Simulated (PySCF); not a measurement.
# RuON: structure of the doublet

The task is one start of a wider search on RuON: the doublet, from a bent start. It is relaxed, tested by its Hessian and followed downhill if it is a saddle.

Program: PySCF 2.14.0. Level of theory: PBE0, basis Ru def2-TZVP with ECP28, O def2-TZVP, N def2-TZVP, scalar-relativistic core potentials, no spin–orbit coupling, density fitting. These are calculated values, not measurements.

### 1 The system as given

3 atoms, charge 0, spin multiplicity 2.

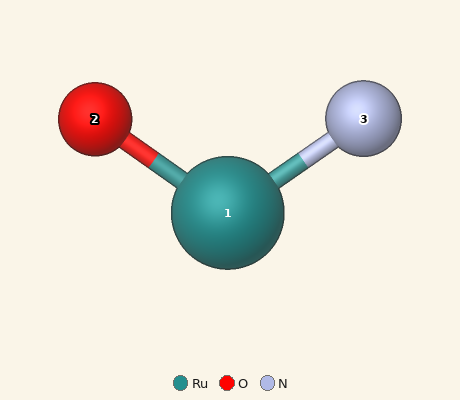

Start geometry, drawn with ruthenium teal, oxygen red, nitrogen light blue; atoms are numbered from 1 in the order of the file.

```xyz
3
charge 0 multiplicity 2
Ru    0.0000    0.0000    0.0000
O    -1.4007    0.0000    0.9808
N     1.4253    0.0000    0.9980
```

### 2 The SCF at the typed geometry

The steps below are one call of a driver around PySCF. For each, scf.py gives the equivalent set-up of the SCF; relaxations use the driver's own optimiser. After this first run the driver tries any further starts and a stability analysis.

scf.py reads:

```python
from pyscf import gto, scf, dft
mol = gto.M(atom='''
Ru     0.000000     0.000000     0.000000
O     -1.400700     0.000000     0.980800
N      1.425300     0.000000     0.998000''',
    basis={'Ru': 'def2-TZVP', 'O': 'def2-TZVP', 'N': 'def2-TZVP'},
    ecp={'Ru': 'def2-TZVP'},
    charge=0, spin=1)
mf = dft.UKS(mol, xc='PBE0')
mf.grids.atom_grid = (50, 194)
aux = {'Ru': 'def2-universal-JKFIT', 'O': 'def2-universal-JKFIT', 'N': 'def2-universal-JKFIT'}
mf = mf.density_fit(auxbasis=aux)
mf.conv_tol = 1e-08
mf.diis_space = 10
mf.max_cycle = 60
mf.init_guess = 'minao'
mf.verbose = 4
mf.kernel()
```

Started as:

```bash
OMP_NUM_THREADS=4 python axn.py task.json out
```

What it wrote:

```text
init E= -216.762816407057
[... the frontier-level lines of each cycle are left out ...]
cycle= 1 E= -223.450580786459  delta_E= -6.69  |g|=  1.7  |ddm|= 3.04
cycle= 2 E= -206.691716136417  delta_E= 16.8  |g|= 4.83  |ddm|= 6.18
cycle= 3 E= -224.155413015752  delta_E= -17.5  |g|= 1.14  |ddm|= 5.99
cycle= 4 E= -220.729648683992  delta_E= 3.43  |g|= 2.74  |ddm|= 1.67
cycle= 5 E= -224.590030962026  delta_E= -3.86  |g|= 0.337  |ddm|= 1.46
cycle= 6 E= -224.597455381162  delta_E= -0.00742  |g|= 0.323  |ddm|= 0.365
cycle= 7 E= -224.633452532151  delta_E= -0.036  |g|= 0.139  |ddm|= 0.11
cycle= 8 E= -224.639786919491  delta_E= -0.00633  |g|= 0.0742  |ddm|= 0.0452
cycle= 9 E= -224.642229013712  delta_E= -0.00244  |g|= 0.0101  |ddm|= 0.049
cycle= 10 E= -224.642340488889  delta_E= -0.000111  |g|= 0.00404  |ddm|= 0.015
cycle= 11 E= -224.642413653674  delta_E= -7.32e-05  |g|= 0.00357  |ddm|= 0.0112
cycle= 12 E= -224.64244165568  delta_E= -2.8e-05  |g|= 0.00358  |ddm|= 0.00426
cycle= 13 E= -224.642321907068  delta_E= 0.00012  |g|= 0.00315  |ddm|= 0.0209
cycle= 14 E= -224.64221376193  delta_E= 0.000108  |g|= 0.00255  |ddm|= 0.0323
cycle= 15 E= -224.642225371475  delta_E= -1.16e-05  |g|= 0.00231  |ddm|= 0.0232
cycle= 16 E= -224.642257279893  delta_E= -3.19e-05  |g|= 0.00163  |ddm|= 0.0168
cycle= 17 E= -224.642295255373  delta_E= -3.8e-05  |g|= 0.00144  |ddm|= 0.0162
cycle= 18 E= -224.642327423903  delta_E= -3.22e-05  |g|= 0.00127  |ddm|= 0.0142
cycle= 19 E= -224.642369652706  delta_E= -4.22e-05  |g|= 0.00124  |ddm|= 0.0209
cycle= 20 E= -224.642450469086  delta_E= -8.08e-05  |g|= 0.00208  |ddm|= 0.0661
cycle= 21 E= -224.642456021813  delta_E= -5.55e-06  |g|= 0.000905  |ddm|= 0.00912
cycle= 22 E= -224.642458500924  delta_E= -2.48e-06  |g|= 0.000235  |ddm|= 0.00866
cycle= 23 E= -224.642458808628  delta_E= -3.08e-07  |g|= 0.000173  |ddm|= 0.00232
cycle= 24 E= -224.642458944143  delta_E= -1.36e-07  |g|= 9.45e-05  |ddm|= 0.00238
cycle= 25 E= -224.642458951678  delta_E= -7.53e-09  |g|= 0.00012  |ddm|= 0.000633
cycle= 26 E= -224.642458957994  delta_E= -6.32e-09  |g|= 2.81e-05  |ddm|= 0.00042
Extra cycle  E= -224.642458961483  delta_E= -3.49e-09  |g|= 6.16e-05  |ddm|= 0.000113
converged SCF energy = -224.642458961483  <S^2> = 0.84409067  2S+1 = 2.0919758
```

This step, with its further starts and checks, needed 12 s of wall time on 4 threads of Arm Neoverse V1, shared host.

Energies from each starting density:

| start | energy (Eh) |
| --- | --- |
| the minimal-basis guess | -224.642459 |
| a thermally smeared density | -224.652950 |
| a smeared PBE density | -224.652950 |

This is not the lowest solution: one lies 27.5 kJ/mol lower, at -224.65295 Eh, and the relaxation starts from that.

### 3 Relaxing the doublet from the bent start

The program finds Cs symmetry in the start, which this walk keeps.

scf.py, as its differences from that of step 2:

```diff
@@ -3,3 +3,3 @@
-Ru     0.000000     0.000000     0.000000
-O     -1.400700     0.000000     0.980800
-N      1.425300     0.000000     0.998000''',
+Ru     0.018540     0.000000    -0.224885
+O     -1.382160     0.000000     0.755915
+N      1.443840     0.000000     0.773115''',
@@ -16 +15,0 @@
-mf.init_guess = 'minao'
```

The optimiser's trace:

| step | energy (Eh) | change (kJ/mol) | largest symmetric gradient (Eh/bohr) |
| --- | --- | --- | --- |
| 0 | -224.652950 | 0.00 | 0.07211 |
| 1 | -224.669118 | -42.45 | 0.02540 |
| 2 | -224.669970 | -44.68 | 0.01594 |
| 3 | -224.670275 | -45.49 | 0.00433 |
| 4 | -224.670304 | -45.56 | 0.00102 |
| 5 | -224.670307 | -45.57 | 0.00007 |

The walk took 10 s.

Geometry (Å) and forces (eV/Å) at some steps:

```
step 0
Ru   0.019   0.000  -0.225   3.013   0.000   3.708
O   -1.382   0.000   0.756   0.206   0.000  -0.805
N    1.444   0.000   0.773  -3.219   0.000  -2.903
step 1
Ru   0.055   0.000  -0.148   1.307   0.000   0.422
O   -1.396   0.000   0.730  -0.755   0.000   0.200
N    1.421   0.000   0.722  -0.552   0.000  -0.622
step 3
Ru   0.070   0.000  -0.113  -0.068   0.000   0.222
O   -1.443   0.000   0.718   0.167   0.000  -0.127
N    1.453   0.000   0.699  -0.098   0.000  -0.095
step 5
Ru   0.069   0.000  -0.107   0.001   0.000   0.002
O   -1.444   0.000   0.715  -0.004   0.000  -0.001
N    1.455   0.000   0.696   0.002   0.000  -0.001
```

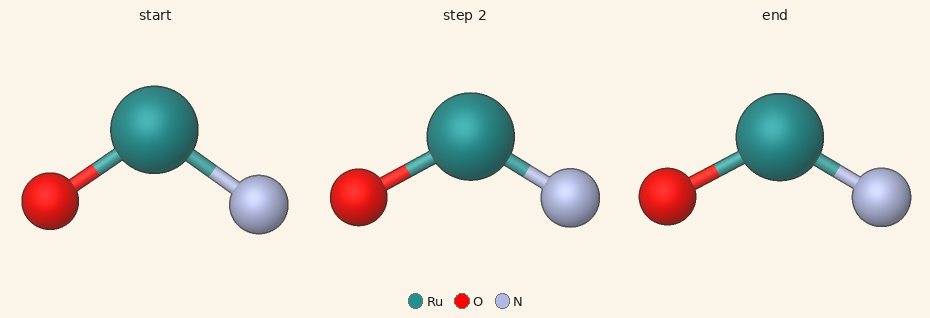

The geometry along the walk, at one scale.

After 5 steps and 45.6 kJ/mol it ends at Cs: Ru–N 1.602 Å, Ru–O 1.721 Å; N–Ru–O 121.4°.

### 4 Vibrations and properties at this point

The point is checked on the finer grid, and tightened if its gradient asks for it. The Hessian and the dipole derivatives come from central differences of analytic gradients, with steps of 0.02 bohr.

scf.py, as its differences from that of step 3:

```diff
@@ -3,3 +3,3 @@
-Ru     0.018540     0.000000    -0.224885
-O     -1.382160     0.000000     0.755915
-N      1.443840     0.000000     0.773115''',
+Ru     0.036252     0.000000    -0.185001
+O     -1.476176     0.000000     0.636765
+N      1.422469     0.000000     0.618342''',
@@ -10 +10 @@
-mf.grids.atom_grid = (50, 194)
+mf.grids.atom_grid = (75, 302)
@@ -13 +13 @@
-mf.conv_tol = 1e-08
+mf.conv_tol = 1e-10
```

This SCF starts from the last density.

Log of the central SCF (cycles and frontier levels):

```text
init E= -224.670321954792
[... the frontier-level lines of each cycle are left out ...]
cycle= 1 E= -224.670321954709  delta_E= 8.24e-11  |g|= 1.55e-05  |ddm|= 9.92e-06
cycle= 2 E= -224.670321952672  delta_E= 2.04e-09  |g|= 7.38e-05  |ddm|= 4.24e-05
cycle= 3 E= -224.670321954805  delta_E= -2.13e-09  |g|= 7.75e-07  |ddm|= 3.54e-05
cycle= 4 E= -224.670321954808  delta_E= -2.96e-12  |g|= 8.71e-07  |ddm|= 2.41e-06
Extra cycle  E= -224.670321954809  delta_E= -3.98e-13  |g|= 2.58e-06  |ddm|= 2.9e-06
converged SCF energy = -224.670321954809  <S^2> = 0.98155069  2S+1 = 2.2195051
```

The whole step took 41 s.

Geometry: Cs; Ru–N 1.602 Å, Ru–O 1.721 Å; N–Ru–O 121.4°.

Harmonic modes (main isotopes):

```
symmetry  ω (cm⁻¹)  IR (km/mol)     type
      a'       249          3.0     bend
      a'       830          143  stretch
      a'      1119         30.4  stretch
```

All wavenumbers are real: a minimum.

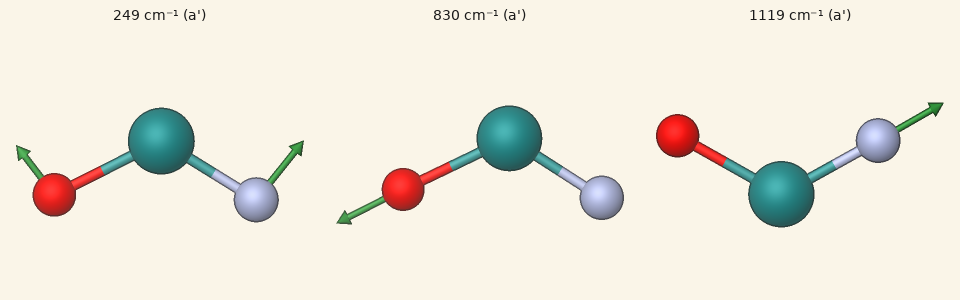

Displacements of 3 of the modes, as arrows (one member where a mode is degenerate).

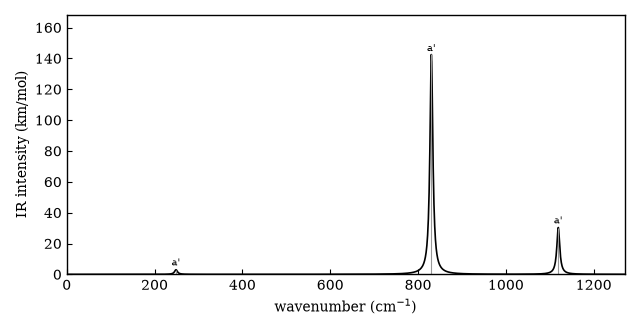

The harmonic infrared spectrum (widths in cm⁻¹). Lines are broadened to a width of 8 cm⁻¹ (Lorentzian).

Properties at this point:

* Dipole moment: 4.31 D
* Highest occupied level: -6.95 eV
* Lowest empty level: -4.09 eV
* Rotational constants: 1.117, 0.2652, 0.2143 cm⁻¹
* Zero-point energy: 13.1 kJ/mol
* Principal polarisabilities: 36.9, 44.3, 57.4 bohr³
* Atomisation energy without zero-point energy: 823 kJ/mol
* Principal traceless quadrupole moments about the centre of mass: -7.30, 2.46, 4.85 D Å
* Entropy at 298.15 K and 1 bar (electronic part: spin only): 279.0 J/(mol K)
* Heat capacity Cp at 298.15 K: 44.3 J/(mol K)
* Enthalpy at 298.15 K above 0 K: 11.44 kJ/mol
* Rotational symmetry number: 1
* Spin squared ⟨S²⟩: 0.982

Populations by atom (charges in e):

```json
{"atom": "Ru1", "Mulliken": "1.08", "Löwdin": "0.56", "polar tensor": "1.14", "spin (Mulliken)": "0.84", "Mayer order to Ru1": "–"}
{"atom": "O2", "Mulliken": "-0.63", "Löwdin": "-0.35", "polar tensor": "-0.68", "spin (Mulliken)": "0.32", "Mayer order to Ru1": "1.59"}
{"atom": "N3", "Mulliken": "-0.46", "Löwdin": "-0.21", "polar tensor": "-0.46", "spin (Mulliken)": "-0.17", "Mayer order to Ru1": "2.51"}
```

Outer orbital energies (eV). α occupied: -12.42, -11.81, -11.75, -10.77, -10.10, -8.26, -7.64, -7.11; empty: -4.09, -2.66, -1.07, 0.08. β occupied: -21.72, -12.23, -11.72, -11.23, -10.22, -9.15, -8.25, -6.95; empty: -3.87, -3.79, -2.11, -0.96.

Mulliken populations on Ru1 (outside its core potential): s 2.32, p 6.13, d 6.44, f 0.03.

### 5 Outcome

| quantity | value |
| --- | --- |
| minimum | doublet, Cs |
| geometry | Ru–N 1.602 Å, Ru–O 1.721 Å; N–Ru–O 121.4° |
| wavenumbers (cm⁻¹) | 249 (a'), 830 (a'), 1119 (a') |
| dipole moment | 4.31 D |
| highest occupied, lowest empty level (either spin) | -6.95, -4.09 eV |
| polar-tensor charge of Ru1 | +1.14 e |
| zero-point energy | 13.1 kJ/mol |
| entropy at 298.15 K | 279.0 J/(mol K) |
| atomisation energy (no zero-point energy) | 823 kJ/mol |
| ⟨S²⟩ | 0.982 |

In words: The bent start keeps its Cs symmetry and ends in a minimum. The strongest infrared band lies at 830 cm⁻¹ (a', stretch). Most of the spin sits on Ru1 (Mulliken spin 0.84, against 1 for the whole molecule). The first SCF alone would have been 28 kJ/mol too high. Other starts or spin states, not run here, may lie lower. The determinant is spin-contaminated (⟨S²⟩ = 0.98, pure value 0.75). One determinant may miss the lowest occupation of an open d or f shell.

The search up to here took 64 s.
